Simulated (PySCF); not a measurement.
## GeP: single-point calculation

The run: single-point calculation of GeP, multiplicity 2. Method and program: UHF/lanl2dz, TDHF (PySCF 2.14.0).

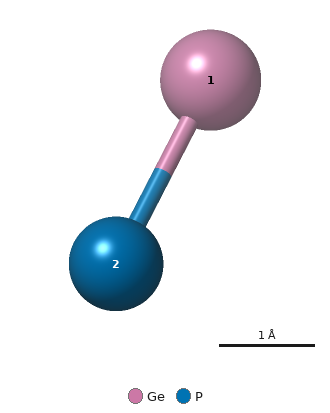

Figure 1. The structure (ball-and-stick view, seen at an oblique angle; atoms are numbered from 1 in the order of the input). Sticks mark near contacts.

Summary:

```tsv
quantity	value
outcome	converged
SCF energy	−9.897274 hartree
⟨S²⟩	0.778
dipole moment	2.66 D
hardware	1 CPU thread, shared host
wall time	0.59 s
```

Input:
```python
from pyscf import gto, scf, tdscf

mol = gto.M(
    atom='Ge 0 0 0; P 0 0 2.336',
    basis='lanl2dz',
    ecp={'Ge': 'lanl2dz', 'P': 'lanl2dz'},
    charge=0,
    spin=1,
    verbose=4,
)
mf = scf.UHF(mol)
mf = mf.density_fit(auxbasis='def2-universal-jkfit')
mf.kernel()
td = tdscf.TDHF(mf)
td.nstates = 5
td.kernel()
td.analyze(verbose=3)
mf.dip_moment()
print('orbital energies (hartree):', [e[max(0, n-3):n+3].round(4) for e, n in zip(mf.mo_energy, mol.nelec)])
```

Command:
```bash
OMP_NUM_THREADS=1 python input.py
```

Log:
```
PySCF version 2.14.0

[INPUT] verbose = 4
[INPUT] num. atoms = 2
[INPUT] num. electrons = 9
[INPUT] charge = 0
[INPUT] spin (= nelec alpha-beta = 2S) = 1
[INPUT] symmetry False subgroup None
[INPUT] Mole.unit = angstrom
[INPUT] Symbol           X                Y                Z      unit          X                Y                Z       unit  Magmom
[INPUT]  1 Ge     0.000000000000   0.000000000000   0.000000000000 AA    0.000000000000   0.000000000000   0.000000000000 Bohr   0.0
[INPUT]  2 P      0.000000000000   0.000000000000   2.336000000000 AA    0.000000000000   0.000000000000   4.414400226984 Bohr   0.0

nuclear repulsion = 4.53062680582192
number of shells = 8
number of NR pGTOs = 24
number of NR cGTOs = 16
basis = lanl2dz
ecp = {'Ge': 'lanl2dz', 'P': 'lanl2dz'}

******** <class 'pyscf.df.df_jk.DFUHF'> ********
method = DFUHF
initial guess = minao
damping factor = 0
level_shift factor = 0
DIIS = <class 'pyscf.scf.diis.CDIIS'>
diis_start_cycle = 1
diis_space = 8
diis_damp = 0
SCF conv_tol = 1e-09
SCF conv_tol_grad = None
SCF max_cycles = 50
direct_scf = False
number electrons alpha = 5  beta = 4
Set gradient conv threshold to 3.16228e-05
******** <class 'pyscf.df.df.DF'> ********
auxbasis = def2-universal-jkfit
init E= 3.95879311313691
  alpha nocc = 5  HOMO = 0.0159117831023877  LUMO = 0.118868471243282

WARN: beta  nocc = 4  HOMO 0.0159117831023873 >= LUMO 0.0159117831023877

WARN: HOMO 0.0159117831023877 >= LUMO 0.0159117831023877

cycle= 1 E= -9.85326489328462  delta_E= -13.8  |g|= 0.323  |ddm|= 2.73
  alpha nocc = 5  HOMO = -0.332887734084755  LUMO = -0.0193415311050285
  beta  nocc = 4  HOMO = -0.318814900054196  LUMO = -0.0713666234487845
  HOMO = -0.318814900054  LUMO = -0.0713666234488  gap/eV = 6.73341
cycle= 2 E= -9.89503941644221  delta_E= -0.0418  |g|= 0.0292  |ddm|= 0.403
  alpha nocc = 5  HOMO = -0.307173576626412  LUMO = 0.00875295263578402
  beta  nocc = 4  HOMO = -0.29075879942088  LUMO = -0.0388330182313872
  HOMO = -0.290758799421  LUMO = -0.0388330182314  gap/eV = 6.85525
cycle= 3 E= -9.89662700496756  delta_E= -0.00159  |g|= 0.0127  |ddm|= 0.065
  alpha nocc = 5  HOMO = -0.308754834112672  LUMO = 0.00912126898704502
  beta  nocc = 4  HOMO = -0.289374877248143  LUMO = -0.0395602259779417
  HOMO = -0.289374877248  LUMO = -0.0395602259779  gap/eV = 6.79780
cycle= 4 E= -9.89759451878481  delta_E= -0.000968  |g|= 0.0115  |ddm|= 0.0419
  alpha nocc = 5  HOMO = -0.309176132775725  LUMO = 0.00915501142129427
  beta  nocc = 4  HOMO = -0.287740341324613  LUMO = -0.0401000249657446
  HOMO = -0.287740341325  LUMO = -0.0401000249657  gap/eV = 6.73864
cycle= 5 E= -9.89820588369006  delta_E= -0.000611  |g|= 0.0117  |ddm|= 0.0256
  alpha nocc = 5  HOMO = -0.309228613925522  LUMO = 0.0091559592521735
  beta  nocc = 4  HOMO = -0.287698421573137  LUMO = -0.0401085746877891
  HOMO = -0.287698421573  LUMO = -0.0401085746878  gap/eV = 6.73726
cycle= 6 E= -9.89822910911414  delta_E= -2.32e-05  |g|= 0.0117  |ddm|= 0.000932
  alpha nocc = 5  HOMO = -0.305508541087579  LUMO = 0.0110899681825374
  beta  nocc = 4  HOMO = -0.29346302359415  LUMO = -0.039645183231096
  HOMO = -0.293463023594  LUMO = -0.0396451832311  gap/eV = 6.90674
cycle= 7 E= -9.89701060539582  delta_E= 0.00122  |g|= 0.0086  |ddm|= 0.0704
  alpha nocc = 5  HOMO = -0.300724119679298  LUMO = 0.0120572697549675
  beta  nocc = 4  HOMO = -0.29797654504325  LUMO = -0.0395562072097642
  HOMO = -0.297976545043  LUMO = -0.0395562072098  gap/eV = 7.03198
cycle= 8 E= -9.89686738851377  delta_E= 0.000143  |g|= 0.00516  |ddm|= 0.0889
  alpha nocc = 5  HOMO = -0.297727837840627  LUMO = 0.0111986046033821
  beta  nocc = 4  HOMO = -0.29664038151083  LUMO = -0.0398082902804511
  HOMO = -0.296640381511  LUMO = -0.0398082902805  gap/eV = 6.98876
cycle= 9 E= -9.89718296447904  delta_E= -0.000316  |g|= 0.00295  |ddm|= 0.0439
  alpha nocc = 5  HOMO = -0.298027412381406  LUMO = 0.0121348861744422
  beta  nocc = 4  HOMO = -0.296271907011577  LUMO = -0.0402153418538921
  HOMO = -0.296271907012  LUMO = -0.0402153418539  gap/eV = 6.96765
cycle= 10 E= -9.89727178264787  delta_E= -8.88e-05  |g|= 0.000615  |ddm|= 0.0338
  alpha nocc = 5  HOMO = -0.298330771554947  LUMO = 0.0118584057659851
  beta  nocc = 4  HOMO = -0.295944053394883  LUMO = -0.0402080337861193
  HOMO = -0.295944053395  LUMO = -0.0402080337861  gap/eV = 6.95893
cycle= 11 E= -9.89727357211297  delta_E= -1.79e-06  |g|= 0.0002  |ddm|= 0.00541
  alpha nocc = 5  HOMO = -0.298003792515581  LUMO = 0.0118077731276647
  beta  nocc = 4  HOMO = -0.295775405423161  LUMO = -0.0401966780381537
  HOMO = -0.295775405423  LUMO = -0.0401966780382  gap/eV = 6.95465
cycle= 12 E= -9.89727365203487  delta_E= -7.99e-08  |g|= 0.000105  |ddm|= 0.00198
  alpha nocc = 5  HOMO = -0.298053732255532  LUMO = 0.0118396534781984
  beta  nocc = 4  HOMO = -0.295821104798913  LUMO = -0.0401965664836101
  HOMO = -0.295821104799  LUMO = -0.0401965664836  gap/eV = 6.95590
cycle= 13 E= -9.89727369138852  delta_E= -3.94e-08  |g|= 5.26e-05  |ddm|= 0.000475
  alpha nocc = 5  HOMO = -0.298110719975824  LUMO = 0.0118374924536843
  beta  nocc = 4  HOMO = -0.295822745850147  LUMO = -0.0401992413558985
  HOMO = -0.29582274585  LUMO = -0.0401992413559  gap/eV = 6.95587
cycle= 14 E= -9.89727370713084  delta_E= -1.57e-08  |g|= 2.54e-05  |ddm|= 0.0004
  alpha nocc = 5  HOMO = -0.298097925415579  LUMO = 0.0118403947616108
  beta  nocc = 4  HOMO = -0.295819205873078  LUMO = -0.0401994785088858
  HOMO = -0.295819205873  LUMO = -0.0401994785089  gap/eV = 6.95577
cycle= 15 E= -9.89727371137807  delta_E= -4.25e-09  |g|= 1.43e-05  |ddm|= 0.000311
  alpha nocc = 5  HOMO = -0.298104823610485  LUMO = 0.0118421529752626
  beta  nocc = 4  HOMO = -0.295826234464777  LUMO = -0.0402005275045025
  HOMO = -0.295826234465  LUMO = -0.0402005275045  gap/eV = 6.95593
cycle= 16 E= -9.89727371133443  delta_E= 4.36e-11  |g|= 4.28e-06  |ddm|= 0.000111
  alpha nocc = 5  HOMO = -0.298104076304144  LUMO = 0.0118427877717567
  beta  nocc = 4  HOMO = -0.295827604888467  LUMO = -0.0401998341461257
  HOMO = -0.295827604888  LUMO = -0.0401998341461  gap/eV = 6.95599
```

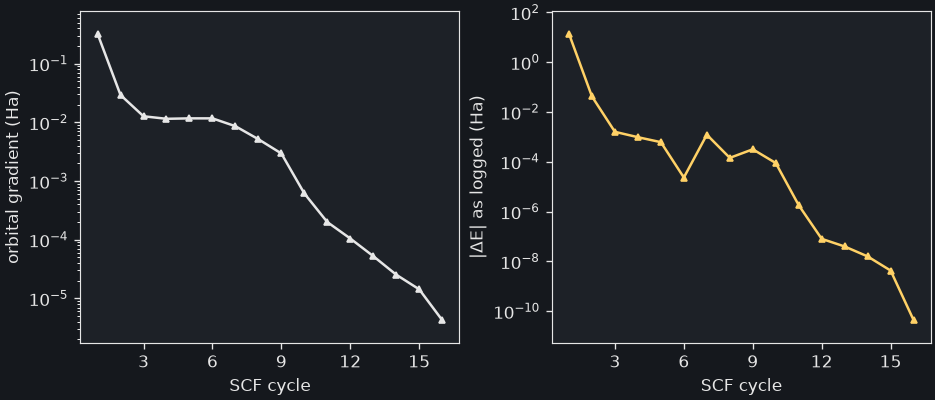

Figure 2. Convergence of the self-consistent field: orbital gradient and size of the energy change against the SCF cycle. The residual falls almost steadily, with no more than small rises.

```
Extra cycle  E= -9.89727371136588  delta_E= -3.15e-11  |g|= 3.06e-06  |ddm|= 1.07e-05
converged SCF energy = -9.89727371136588  <S^2> = 0.77758956  2S+1 = 2.0274018

******** <class 'pyscf.tdscf.uhf.TDHF'> for <class 'pyscf.df.df_jk.DFUHF'> ********
nstates = 5
deg_eia_thresh = 1.000e-03
wfnsym = None
conv_tol = 1e-05
eigh lindep = 1e-12
eigh level_shift = 0
eigh max_cycle = 100

Excitation energies (eV)
[2.09503413e-03 3.99910130e-01 9.75548708e-01 1.52301651e+00
 2.30850058e+00]

** Excitation energies and oscillator strengths **
Excited State   1:      0.00210 eV 591800.37 nm  f=0.0000
Excited State   2:      0.39991 eV   3100.30 nm  f=0.0012
Excited State   3:      0.97555 eV   1270.92 nm  f=0.0000
Excited State   4:      1.52302 eV    814.07 nm  f=0.0028
Excited State   5:      2.30850 eV    537.08 nm  f=0.0000
Dipole moment(X, Y, Z, Debye):  0.00000,  0.00000, -2.65686
orbital energies (hartree): [array([-0.3537, -0.3309, -0.2981, -0.0122,  0.0006,  0.1253]), array([-0.5345, -0.318 , -0.2958, -0.0402,  0.0118,  0.0741])]
```

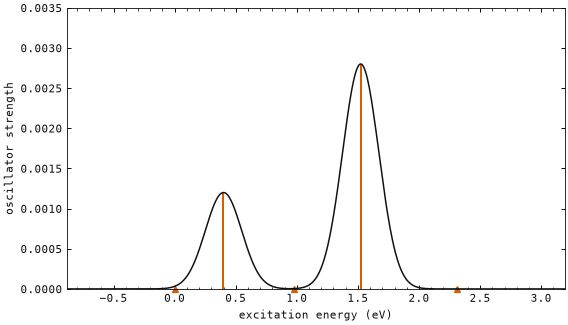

Figure 3. Computed excitations as sticks (degenerate states added up, dark ones marked on the axis), with a Gaussian envelope of 0.35 eV full width at half maximum, scaled to the tallest. Of the 5 states the lowest lies at 0.00 eV (f = 0.000); the strongest line is at 1.52 eV, or 814 nm (f = 0.003).
